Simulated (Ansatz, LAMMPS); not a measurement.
# An extra electron or hole in amorphous TiO2 (84 atoms), part 2 of 4

Does an extra electron or hole in amorphous TiO2 (84 atoms) stay spread out, or do the atoms trap it?

Ansatz 0.2.0; Kohn-Sham DFT, LDA, PAW (set soft_2), plane waves.

The cell: 28 Ti and 56 O. The quench rate of 10 K/ps is orders of magnitude faster than experiment. The starting topology of bonds comes from the classical model. Sampling is at Γ alone, for a cell whose shortest periodic width is 10 Å.

So far. Step 2 (Single point at the start): The r.m.s. force at the start is 0.88 eV/Å. Step 3 (Relaxation): The relaxation converged after 37 steps, 7.00 eV below its start, with a largest force component of 0.041 eV/Å.

## (4) Single point at the relaxed geometry

One more single point at the end of the walk gives the fuller output and checks the residual forces.

input.yaml

```yaml
crystal:
  lattice:
    - [10.45772, 0.0, 0.0]
    - [0.0, 10.45772, 0.0]
    - [0.0, 0.0, 10.45772]
  atoms:
    - { symbol: Ti, position: [0.17836, 0.88524, 0.3777] }
    - { symbol: Ti, position: [0.37126, 0.20543, 0.54854] }
    - { symbol: Ti, position: [0.3546, 0.10727, 0.21544] }
    - { symbol: Ti, position: [0.65296, 0.88411, 0.91692] }
    - { symbol: Ti, position: [0.81714, 0.26056, 0.24819] }
    - { symbol: Ti, position: [0.04876, 0.68544, 0.71092] }
    [... 72 atom lines left out ...]
    - { symbol: O, position: [0.69455, 0.34428, 0.15711] }
    - { symbol: O, position: [0.34598, 0.47566, 0.76769] }
    - { symbol: O, position: [0.0197, 0.92993, 0.10669] }
    - { symbol: O, position: [0.51391, 0.79776, 0.40389] }
    - { symbol: O, position: [0.71622, 0.32792, 0.88327] }
    - { symbol: O, position: [0.0421, 0.28591, 0.45978] }
kpoints:
  mp_grid: { grid: [1, 1, 1] }
hamiltonian:
  xc: lda
scf:
  occupations: { method: fixed }
output:
  forces: true
  stress: true
  populations: true
  dos:
    method: { smearing: { sigma: 0.1 } }
    de: 0.1
    projected: { site_lists: { O: [O], Ti: [Ti] } }
  eigenvalues: true
  write_density: true
  write_potential: true
  volumetric_format: npy
```

On the command line:

```bash
> ansatz run input.yaml --threads 4 --pin off --max-ram 8192MiB --backend cpu --events-out ev --progress --plain --runs-dir out
```

Numbers of over 12 decimals in the logs are rounded to 6 here.

Output:

```text
[...]
Crystal: 84 atoms, lattice volume = 1143.697 Å³
Basis set: ecut = 420 eV, 22335 PW (Γ)
Bands: 420, of which v1, the nominal top of the filled ones, is band 336 counted from 1 (335 counted from 0)
Symmetry: 1 space group operations
[...]
k-points: 1
[...]
SCF iter   1: F=—  HF=-99809.711687 eV  |F-HF|=—  |Δ(HF+E_count)|=         —  Δρ=1.96e-2  dr2=4.49e0  ethr=1.77e-3  ⟨swp⟩=3.0  Hψ=1355  notcnv=0  defer=76
[...]
SCF iter  14: F=-99808.825378 eV  HF=-99808.825378 eV  |F-HF|=6.85e-9  |Δ(HF+E_count)|=   3.89e-8  Δρ=1.53e-6  dr2=4.53e-8  ethr=1.49e-11  ⟨swp⟩=16.0  Hψ=2935  notcnv=0
SCF 1 converged in 14 iterations: F = -99808.825378 eV  dr2 = 4.53e-8
[...]
SCF converged after 14 iterations
Free energy (F): -99808.825378 eV
[...]
Internal energy: -99808.825378 eV  (E = F + TS)
E sigma→0 (E₀):  -99808.825378 eV
Fermi energy:    4.746941 eV
[...]
--- Forces (eV/Å), atoms counted from 1 ---
  atom   1  Ti     0.01766365     0.03298468     0.01789416
  atom   2  Ti    -0.00511579    -0.01230163     0.00644964
  atom   3  Ti    -0.00022353     0.01012331    -0.00192601
  atom   4  Ti     0.00290466     0.00750026    -0.00868960
  atom   5  Ti     0.00307557     0.01543167     0.00569099
  atom   6  Ti     0.01307397    -0.00512211    -0.00139111
  atom   7  Ti     0.02495545    -0.00191351    -0.01183685
  atom   8  Ti     0.01320809     0.00205884     0.00082738
  atom   9  Ti     0.00156926     0.00295043     0.00556566
  atom  10  Ti     0.01628869    -0.00638528     0.00219977
  atom  11  Ti    -0.00107313     0.00857349    -0.00894793
  atom  12  Ti    -0.02377361     0.01714185    -0.00506491
  atom  13  Ti     0.01671117     0.01937675     0.02372410
  atom  14  Ti     0.01418153     0.01053005    -0.01731267
[...]
atom  83  O      0.00374766     0.00452768    -0.00426249
  atom  84  O      0.00740037    -0.00100347     0.00184834
  max |Σ_I F_I| component: 1.77e-4 eV/Å
--- Stress (GPa, compression-positive) ---
       -4.139996       0.705447       0.103715
        0.705447      -4.861810      -0.879153
        0.103715      -0.879153      -6.085073
  P = ⅓ Tr σ = -5.0290 GPa (-50.290 kbar)
--- Band table (eV) ---
[...]
--- Löwdin populations: 84 sites ---
  site symbol       q [e]
     0     Ti     10.7431
     1     Ti     10.7075
     2     Ti     10.7098
[...]
83      O      6.6250
  spilling = 0.003608 (of n_electrons = 672.000000)
```

Wall time 10 s (4 threads of Intel Xeon 6975P-C (Granite Rapids), shared host); peak memory 1.6 GiB.

The run gave:

| Item | Value |
| --- | --- |
| free energy | -99808.8254 eV |
| free energy per atom | -1188.2003 eV/atom |
| SCF cycles | 14 |
| pressure | -5.029 GPa |
| r.m.s. force component | 0.00995 eV/Å |
| longest force | 0.04578 eV/Å |
| Fermi energy | 4.747 eV |
| gap (highest filled to lowest empty level) | 2.646 eV |
| spilling of the projection | 0.003608 |

Löwdin charges by element and coordination (they lack the spilled electrons, 0.029 e an atom on average):

| element | coordination | atoms | mean charge (e) | spread | least | most |
| --- | --- | --- | --- | --- | --- | --- |
| O | all | 56 | -0.597 | 0.0457 | -0.709 | -0.515 |
| O | 2 | 35 | -0.57 | 0.0283 | -0.625 | -0.515 |
| O | 3 | 21 | -0.641 | 0.0333 | -0.709 | -0.591 |
| Ti | all | 28 | 1.28 | 0.0198 | 1.25 | 1.32 |
| Ti | 4 | 9 | 1.28 | 0.021 | 1.26 | 1.32 |
| Ti | 5 | 17 | 1.28 | 0.0192 | 1.25 | 1.32 |
| Ti | 6 | 2 | 1.30 | 0.0043 | 1.29 | 1.30 |

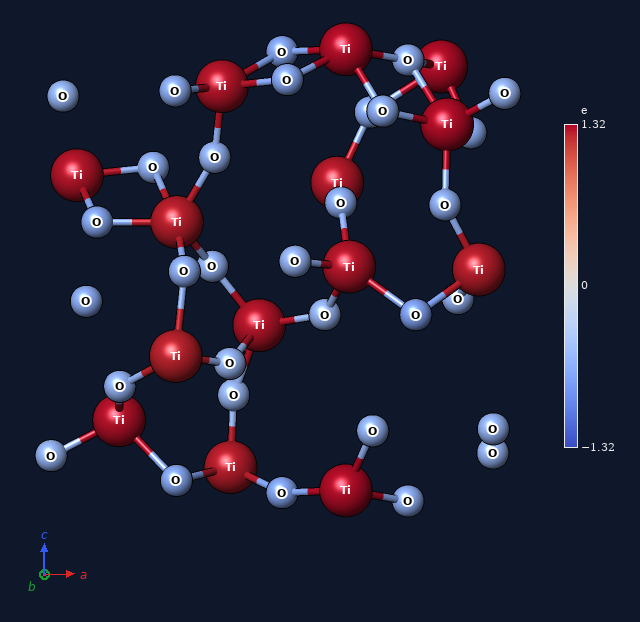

Atoms coloured by Löwdin charge. Drawn is a slice 5 Å thick, seen along the normal of the ac plane. Bonds to atoms that aren't drawn are left out.

Density of states as counts of states in windows of 1 eV (from the Fermi level), total and the larger projections:

| from (eV) | to (eV) | total | O p | Ti d |
| --- | --- | --- | --- | --- |
| -10 | -5 | 0.0 | 0.0 | 0.0 |
| -5 | -4 | 28.4 | 19.9 | 6.8 |
| -4 | -3 | 100.4 | 70.2 | 25.9 |
| -3 | -2 | 72.1 | 56.2 | 13.0 |
| -2 | -1 | 73.5 | 62.7 | 8.7 |
| -1 | 0 | 60.1 | 54.9 | 4.0 |
| 0 | 1 | 1.7 | 1.5 | 0.1 |
| 1 | 2 | 0.0 | 0.0 | 0.0 |
| 2 | 3 | 15.0 | 1.2 | 13.3 |
| 3 | 4 | 69.9 | 7.8 | 58.8 |

With fixed occupations the program's Fermi level is the highest filled level; weight inside the gap is the broadening of levels at its edges.

Between -26 and -10 eV lie 112 more states.

About 226 of the 672 electrons lie in deeper levels, below the stored range.

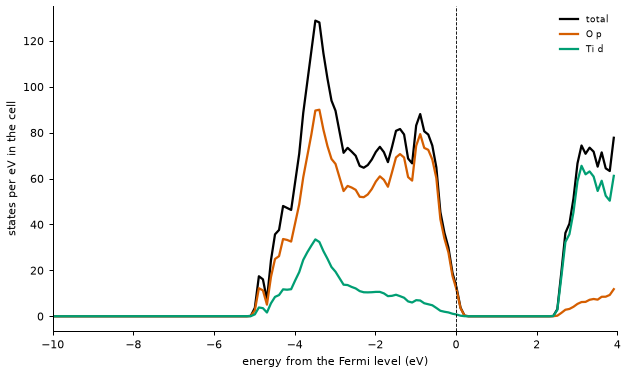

Total and projected density of states, with the broadening of the input.

The levels nearest the highest filled one (over half full), pooled over k-points and spins:

| level less the highest filled one (eV) | occupation |
| --- | --- |
| -0.382 | 2 |
| -0.295 | 2 |
| -0.257 | 2 |
| -0.205 | 2 |
| -0.128 | 2 |
| 0 | 2 |
| 2.65 | 0 |
| 2.69 | 0 |
| 2.74 | 0 |
| 2.79 | 0 |
| 2.83 | 0 |
| 2.91 | 0 |

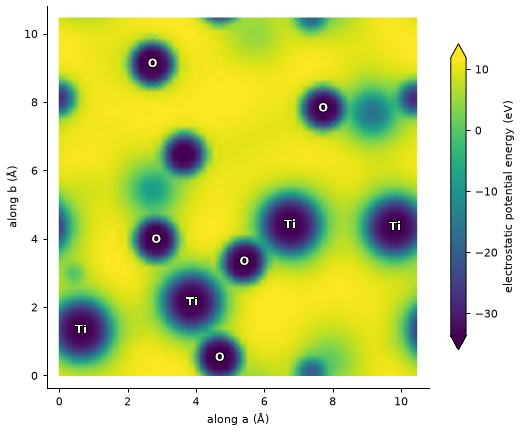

Electrostatic potential energy in the ab plane at fractional z = 0.531, with atoms of Ti and O within 0.2 Å of it. With pseudopotentials it is smooth inside the atoms' cores, unlike the true potential.

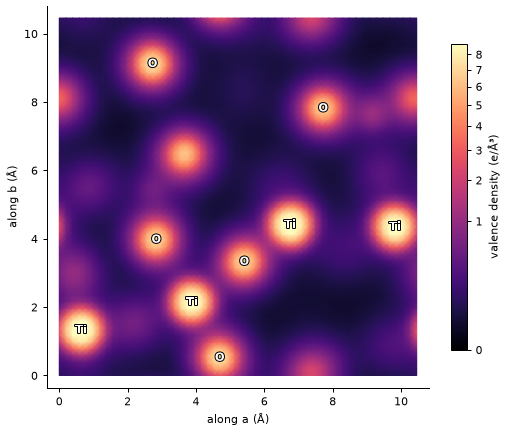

Valence density in the ab plane at fractional z = 0.531, with atoms of Ti and O within 0.2 Å of it. It is the smooth field of the valence electrons, not physical close to the nuclei. The colour scale is stretched toward low values.

The highest filled and lowest empty levels differ by 2.65 eV (at Γ alone); a local or semilocal functional tends to put such gaps too low. In a disordered cell it changes from sample to sample, and tail or defect levels can set it. Mean Löwdin charges: O -0.60, Ti +1.28 e (they miss 0.36 % of the electrons, so they add up to more than the cell's charge). The largest share in the top eV of filled states is O p (92 % of the projected weight), and in the lowest eV of empty states Ti d (88 % of the projected weight).

## (5) An extra electron, atoms held

The electron count changes by one with the atoms held: a vertical process, on a uniform background, with spin and a narrow Fermi–Dirac smearing. Its energy against the neutral cell hangs on the program's zero of potential.

input.yaml

```yaml
crystal:
  lattice:
    - [10.45772, 0.0, 0.0]
    - [0.0, 10.45772, 0.0]
    - [0.0, 0.0, 10.45772]
  atoms:
    [... the 84 atom lines of step 4 ...]
total_charge: -1
kpoints:
  mp_grid: { grid: [1, 1, 1] }
hamiltonian:
  xc: lda
scf:
  occupations: { method: fermi_dirac, width: 0.01 }
  lower_state_search: "off"
output:
  forces: true
  stress: true
  populations: true
  dos:
    method: { smearing: { sigma: 0.08 } }
    de: 0.1
    projected: { site_lists: { O: [O], Ti: [Ti] } }
  eigenvalues: true
  write_density: true
  write_potential: true
  volumetric_format: npy
magnetization:
  spin_polarized: true
  initial_magnetization: 1
```

Output:

```text
[...]
Crystal: 84 atoms, lattice volume = 1143.697 Å³
Basis set: ecut = 420 eV, 22335 PW (Γ)
Bands: 421, of which v1, the nominal top of the filled ones, is band 337 counted from 1 (336 counted from 0)
Symmetry: 1 space group operations
[...]
k-points: 1
[...]
Starting moments: Σ|m| = 1 μB on 84 of 84 sites
[...]
SCF iter   1: F=—  HF=-99815.097304 eV  |F-HF|=—  |Δ(HF+E_count)|=         —  Δρ=2.79e-2 (↑2.79e-2 ↓2.69e-2)  dr2=4.53e1  dr2_m=1.81e-1  M=1.000 μB ∫|m|=1.041 μB  β_m=1.00  ethr=3.10e-3  ⟨swp⟩=4.0  Hψ=2994  notcnv=0  defer=103
[...]
spin=Collinear: Resta preconditioning applied to the charge; magnetization (m = ρ↑ − ρ↓) channel mixes plain (no charge-response kernel on spin).
SCF iter   2: F=—  HF=-99808.672907 eV  |F-HF|=—  |Δ(HF+E_count)|=         —  Δρ=2.03e-2 (↑2.03e-2 ↓1.96e-2)  dr2=2.34e1  dr2_m=1.45e-1  M=0.422 μB ∫|m|=0.524 μB  β_m=0.30  ethr=3.10e-3  ⟨swp⟩=2.0  Hψ=1000  notcnv=0  defer=138
[...]
spin=Collinear: Kerker preconditioning applied to the charge; magnetization (m = ρ↑ − ρ↓) channel mixes plain (no charge-response kernel on spin).
SCF iter   3: F=—  HF=-99806.123711 eV  |F-HF|=—  |Δ(HF+E_count)|=    2.55e0  Δρ=1.52e-2 (↑1.52e-2 ↓1.51e-2)  dr2=1.50e1  dr2_m=3.80e-2  M=0.839 μB ∫|m|=0.906 μB  β_m=0.30  ethr=3.10e-3  ⟨swp⟩=2.5  Hψ=734  notcnv=0  defer=138
SCF iter   4: F=—  HF=-99802.046838 eV  |F-HF|=—  |Δ(HF+E_count)|=    4.08e0  Δρ=6.41e-3 (↑6.41e-3 ↓5.78e-3)  dr2=3.28e0  dr2_m=2.39e-2  M=0.939 μB ∫|m|=0.997 μB  β_m=0.30  ethr=2.22e-3  ⟨swp⟩=2.5  Hψ=1181  notcnv=0  defer=128
[...]
SCF iter  10: F=—  HF=-99801.360861 eV  |F-HF|=—  |Δ(HF+E_count)|=   6.90e-4  Δρ=9.22e-4 (↑7.23e-4 ↓9.22e-4)  dr2=8.04e-2  dr2_m=1.32e-3  M=0.989 μB ∫|m|=1.129 μB  β_m=0.30  ethr=2.29e-5  ⟨swp⟩=4.0  Hψ=903  notcnv=0  defer=123
[...]
spin-set hold released at iteration 10 (site moments contracting): the magnetisation degrees of freedom join the quasi-Newton model from the next iteration; the mixer history was flushed
SCF iter  11: F=—  HF=-99801.361387 eV  |F-HF|=—  |Δ(HF+E_count)|=   5.26e-4  Δρ=1.10e-3 (↑1.10e-3 ↓6.70e-4)  dr2=5.92e-2  dr2_m=4.51e-3  M=0.985 μB ∫|m|=1.137 μB  β_m=0.58  ethr=1.19e-5  ⟨swp⟩=3.5  Hψ=772  notcnv=0  defer=123
[...]
SCF iter  13: F=—  HF=-99801.360992 eV  |F-HF|=—  |Δ(HF+E_count)|=   1.76e-3  Δρ=1.04e-3 (↑1.04e-3 ↓3.72e-4)  dr2=3.69e-2  dr2_m=1.80e-3  M=0.994 μB ∫|m|=1.181 μB  β_m=0.56  ethr=5.57e-6  ⟨swp⟩=4.5  Hψ=1451  notcnv=0  defer=123
[...]
SCF iter  25: F=-99801.360701 eV  HF=-99801.360701 eV  |F-HF|=2.62e-10  |Δ(HF+E_count)|=   3.20e-9  Δρ=7.54e-7 (↑7.54e-7 ↓5.70e-7)  dr2=2.96e-8  dr2_m=1.15e-9  M=0.993 μB ∫|m|=1.183 μB  β_m=0.44  ethr=1.49e-11  ⟨swp⟩=15.0  Hψ=5840  notcnv=0
SCF iter  26: F=-99801.360701 eV  HF=-99801.360701 eV  |F-HF|=2.49e-9  |Δ(HF+E_count)|=   5.21e-9  Δρ=4.31e-7 (↑4.31e-7 ↓4.09e-7)  dr2=1.23e-8  dr2_m=5.27e-10  M=0.993 μB ∫|m|=1.183 μB  ethr=4.40e-12  ⟨swp⟩=5.0  Hψ=3837  notcnv=0
SCF 1 converged in 26 iterations: F = -99801.360701 eV  dr2 = 1.23e-8
[...]
SCF converged after 26 iterations
Magnetization: 0.9931 μB (336.9966 up, 336.0034 down)
Absolute magnetization: 1.1823 μB (∫|ρ↑−ρ↓|, with the PAW one-centre terms)
[...]
Per-site moments (μB) at R_I (Å): [(0.013492, 0.741147), (0.015358, 0.753371), (0.013547, 0.726335), (0.021571, 0.738555), (0.016554, 0.727299), [...]
Free energy (F): -99801.360701 eV
[...]
Internal energy: -99801.351958 eV  (E = F + TS)
E sigma→0 (E₀):  -99801.356330 eV
Entropy (-TS):   -0.008744 eV (-0.104 meV/atom)
Fermi energy:    7.538991 eV
[...]
Σ components = -99801.360701   (vs F -99801.360701, Δ=0.00e0)
--- Forces (eV/Å), atoms counted from 1 ---
  atom   1  Ti     0.00007330    -0.05821753     0.12135991
  atom   2  Ti    -0.00768121     0.06427873     0.08589832
  atom   3  Ti    -0.11449062     0.07319009    -0.09142828
  atom   4  Ti     0.16906898    -0.09322681    -0.02940253
[...]
atom  84  O      0.13930814    -0.25674062     0.00822408
  max |Σ_I F_I| component: 9.04e-5 eV/Å
--- Stress (GPa, compression-positive) ---
       -4.212608       0.679249       0.131433
        0.679249      -4.913312      -0.956700
        0.131433      -0.956700      -5.998341
  P = ⅓ Tr σ = -5.0414 GPa (-50.414 kbar)
--- Band table (eV) ---
[...]
--- Löwdin populations: 84 sites ---
  site symbol       q [e]    m [muB]
     0     Ti     10.7586     0.0230
     1     Ti     10.7212     0.0248
     2     Ti     10.7242     0.0223
[...]
83      O      6.6342    -0.0010
  spilling = 0.003638 (of n_electrons = 673.000000)
```

It took 28 s on 4 threads; peak memory 2.6 GiB; 1.8 min of CPU time.

An extra electron, atoms held: the energy stands 7.46 eV above that of the reference, with a moment of 0.99 μB.

The levels nearest the highest filled one (over half full), pooled over k-points and spins:

| level less the highest filled one (eV) | occupation |
| --- | --- |
| -2.88 | 1 |
| -2.80 | 1 |
| -2.80 | 1 |
| 0 | 0.852 |
| 0.0355 | 0.141 |
| 0.0749 | 0.003 |
| 0.0764 | 0.003 |
| 0.0917 | 0.001 |

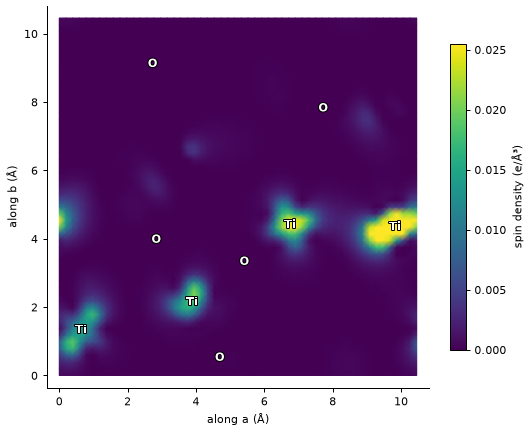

Spin density in the ab plane at fractional z = 0.531, with atoms of Ti and O within 0.2 Å of it.

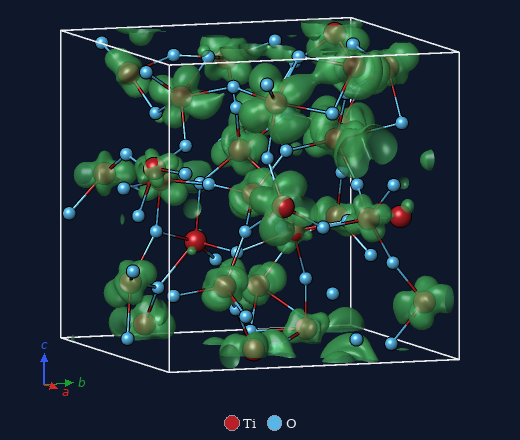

Surface of spin density = 0.0032 e/Å³, which holds about 70 % of the integral of its size. Bonds to atoms that aren't drawn are left out.

## (6) An extra electron, atoms relaxed

The atoms now respond to the charge; the energy gained comes from screening by the atoms, from trapping if the charge localises, and from any strain left in the reference.

input.yaml, the sections that differ from step 5:

```yaml
output:
  forces: true
relax:
  f_tol: 0.05
  max_steps: 90
# crystal, total_charge, kpoints, hamiltonian, scf, magnetization: as in step 5
```

Output:

```text
[...]
Crystal: 84 atoms, lattice volume = 1143.697 Å³
Basis set: ecut = 420 eV, 22335 PW (Γ)
Bands: 421, of which v1, the nominal top of the filled ones, is band 337 counted from 1 (336 counted from 0)
Symmetry: 1 space group operations
[...]
k-points: 1
[...]
Starting moments: Σ|m| = 1 μB on 84 of 84 sites
[...]
SCF iter   1: F=—  HF=-99815.097304 eV  |F-HF|=—  |Δ(HF+E_count)|=         —  Δρ=2.79e-2 (↑2.79e-2 ↓2.69e-2)  dr2=4.53e1  dr2_m=1.81e-1  M=1.000 μB ∫|m|=1.041 μB  β_m=1.00  ethr=3.10e-3  ⟨swp⟩=4.0  Hψ=2994  notcnv=0  defer=103
[...]
SCF iter  20: F=-99801.360699 eV  HF=-99801.360701 eV  |F-HF|=1.26e-6  |Δ(HF+E_count)|=   1.57e-6  Δρ=7.68e-6 (↑7.68e-6 ↓5.96e-6)  dr2=4.36e-6  dr2_m=8.43e-8  M=0.993 μB ∫|m|=1.184 μB  ethr=3.59e-9  ⟨swp⟩=1.0  Hψ=1906  notcnv=0
SCF 1 converged in 20 iterations: F = -99801.360699 eV  dr2 = 4.36e-6
[...]
relax step   1: F+E_penalty+E_count = -99801.36069930 eV  Δ(F+E_penalty+E_count) = +0.000e0 eV  max|allowed force component| = 3.498e-1 eV/Å  Δτ_max = 0.0000 Å  (20 SCF iters, dr2 threshold 6.25e-5 eV, accepted)
[...]
relax step   2: F+E_penalty+E_count = -99801.40050617 eV  Δ(F+E_penalty+E_count) = -3.981e-2 eV  max|allowed force component| = 2.709e-1 eV/Å  Δτ_max = 0.0181 Å  (9 SCF iters, dr2 threshold 7.65e-6 eV, accepted)
[...]
relax step   3: F+E_penalty+E_count = -99801.43308677 eV  Δ(F+E_penalty+E_count) = -3.258e-2 eV  max|allowed force component| = 1.415e-1 eV/Å  Δτ_max = 0.0296 Å  (10 SCF iters, dr2 threshold 4.59e-6 eV, accepted)
[...]
relax step   4: F+E_penalty+E_count = -99801.43963633 eV  Δ(F+E_penalty+E_count) = -6.550e-3 eV  max|allowed force component| = 2.405e-1 eV/Å  Δτ_max = 0.0527 Å  (9 SCF iters, dr2 threshold 5.47e-6 eV, accepted)
[...]
relax step   5: F+E_penalty+E_count = -99801.44817860 eV  Δ(F+E_penalty+E_count) = -8.542e-3 eV  max|allowed force component| = 6.977e-2 eV/Å  Δτ_max = 0.0164 Å  (8 SCF iters, dr2 threshold 1.58e-5 eV, accepted)
[...]
relax step   6: F+E_penalty+E_count = -99801.45061313 eV  Δ(F+E_penalty+E_count) = -2.435e-3 eV  max|allowed force component| = 4.878e-2 eV/Å  Δτ_max = 0.0103 Å  (10 SCF iters, accepted)
SCF converged after 10 iterations
Magnetization: 0.9994 μB (336.9997 up, 336.0003 down)
Absolute magnetization: 1.1713 μB (∫|ρ↑−ρ↓|, with the PAW one-centre terms)
[...]
Per-site moments (μB) at R_I (Å): [(0.00246499, 0.742329), (0.00315536, 0.755397), (0.00231749, 0.726445), (0.00469548, 0.739764), (0.00793745, 0.729425), [...]
Free energy (F): -99801.450613 eV
[...]
Internal energy: -99801.450359 eV  (E = F + TS)
E sigma→0 (E₀):  -99801.450486 eV
Entropy (-TS):   -0.000254 eV (-0.003 meV/atom)
Fermi energy:    7.418134 eV
[...]
--- Forces (eV/Å), atoms counted from 1 ---
  atom   1  Ti     0.00739318    -0.00495464     0.00537810
  atom   2  Ti     0.00238315     0.00287934    -0.00537173
  atom   3  Ti     0.00689898    -0.00671554    -0.00275469
  atom   4  Ti     0.00279650     0.01035576    -0.01184470
  atom   5  Ti    -0.01251372     0.00497693     0.01046111
  atom   6  Ti    -0.01629890     0.00577101     0.01655827
  atom   7  Ti     0.01609537     0.00846484    -0.00972267
  atom   8  Ti    -0.00148226     0.00263578     0.00331215
  atom   9  Ti    -0.00194530     0.00851617    -0.02582765
  atom  10  Ti     0.01241443     0.00715735    -0.00225657
  atom  11  Ti     0.00425574     0.00425220    -0.00395429
  atom  12  Ti     0.00584987    -0.01050666     0.00026892
  atom  13  Ti     0.00308188     0.02591852     0.01740867
  atom  14  Ti    -0.00156958     0.01004317     0.00353624
[...]
atom  83  O      0.00124828    -0.00526670     0.00372475
  atom  84  O     -0.01107413    -0.00428208     0.00932668
  max |Σ_I F_I| component: 1.25e-4 eV/Å
--- Relaxed structure (6 steps of the walk, 6 accepted, 0 SCFs on fresh bases) ---
  F+E_penalty+E_count = -99801.45061313 eV   max|allowed force component| = 4.878e-2 eV/Å
  atoms:
    - { symbol: Ti, position: [0.176443, 0.885206, 0.378011] }
    - { symbol: Ti, position: [0.371227, 0.205839, 0.549870] }
    - { symbol: Ti, position: [0.353466, 0.107321, 0.215900] }
    - { symbol: Ti, position: [0.653144, 0.884363, 0.917194] }
[...]
- { symbol: O, position: [0.041555, 0.285373, 0.462135] }
```

Wall time 66 s (4 threads); peak memory 2.5 GiB.

The relaxation converged after 6 steps, 0.0899 eV below its start, with a largest force component of 0.049 eV/Å.

An extra electron, atoms relaxed: the energy stands 7.37 eV above that of the reference, with a moment of 1.00 μB.

(Continued in part 3 of 4.)

[Logs are printed without paths, hosts, clocks, repeated set-up lines and the standing remarks that a program may print on its own settings, such as how far it seeks lower states.]

[Hosts, paths, dates, database ids (printed as entryN), source tags and the programs' standing remarks are cut or masked in the printed files.]
